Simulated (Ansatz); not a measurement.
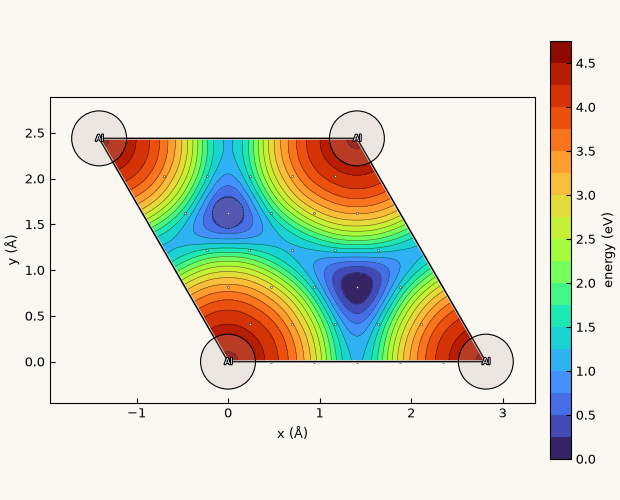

N on an Al(111) slab cut from the Fm-3m phase, its upper half relaxed before the scan (12 atoms of substrate and one adsorbate in a 2 × 2 cell). N is moved over the surface cell; relaxed at each place: the height of the adsorbate's atoms; substrate rigid; the origin of the map has the adsorbate above Al9. Places are given modulo a cell vector. The map is drawn in real space over the plane of the surface. The grid has 6 × 6 points; 10 points were computed and 26 follow by symmetry. Places are given in fractions of the 1 × 1 surface cell. Energies: eV, counted from the lowest grid point. Computed with DFT LDA, scalar-relativistic, plane waves, PAW (Ansatz). Settings: cutoff 420 eV, k-mesh 6×6×1, gaussian smearing 0.1 eV, no spin polarisation.

The picture shows filled contours, dots at the grid points, labelled circles for the atoms of the top layer and small ones for the second layer, the outline of one cell of the plane. Between grid points the surface is interpolated.

The lowest grid point is at a threefold hollow over a third-layer Al atom, (4/6, 2/6) of the cell vectors. A higher local minimum lies near a threefold hollow over a second-layer Al atom, (2/6, 4/6) of the cell vectors (0.27 eV above the lowest at that grid point). The highest grid point, the top site over a surface Al atom, (0/6, 0/6) of the cell vectors, lies 4.52 eV above the lowest. On the interpolated surface the easiest way out of the lowest well to the well at a threefold hollow over a second-layer Al atom, (2/6, 4/6) of the cell vectors passes a barrier of about 1.2 eV. At the lowest point the adsorbate has 3 Al at 1.82 Å as nearest neighbours, at the highest 1 Al at 1.73 Å. Its relaxed height above the top atom is 0.82 Å at the lowest and 1.73 Å at the highest point.

N is replaced by Li; all else is set up alike.

Question: What will the new map look like?

Answer: The minimum (interpolated where it lies between grid points) moves from a threefold hollow over a third-layer Al atom, (4/6, 2/6) of the cell vectors to a threefold hollow over a second-layer Al atom, (2/6, 4/6) of the cell vectors. The span from the lowest to the highest grid point shrinks from 4.52 to 0.34 eV. The easiest pass out of the lowest well goes from about 1.2 to about 0.069 eV on the interpolated surfaces. Higher wells of the new map: a threefold hollow over a third-layer Al atom, (4/6, 2/6) of the cell vectors, 0.030 eV up (that grid point lay 0.00 eV up before). In the new map: at the lowest point the adsorbate has 3 Al at 2.66 Å as nearest neighbours, at the highest 1 Al at 2.47 Å. Its relaxed height above the top atom is 2.10 Å at the lowest and 2.47 Å at the highest point.

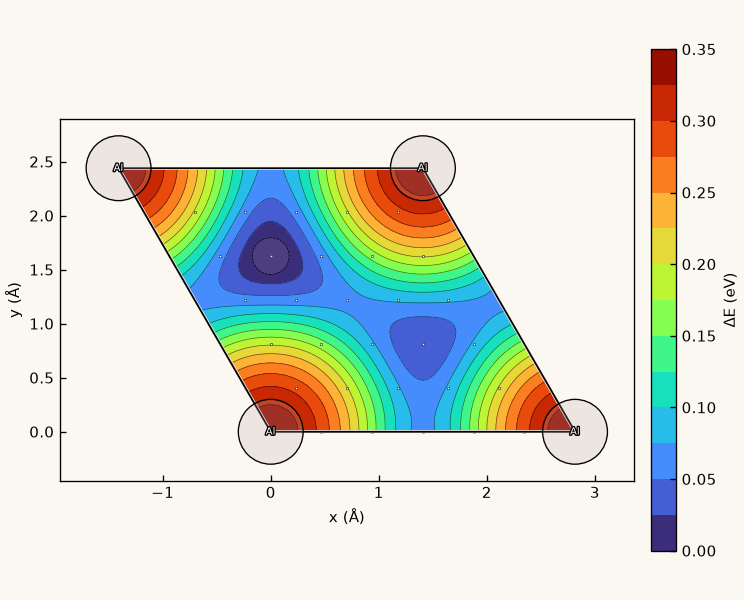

The map after the change, on a colour scale of its own. Drawn: filled contours, dots at the grid points, labelled circles for the atoms of the top layer and small ones for the second layer, the outline of one cell of the plane. Between grid points the surface is interpolated.
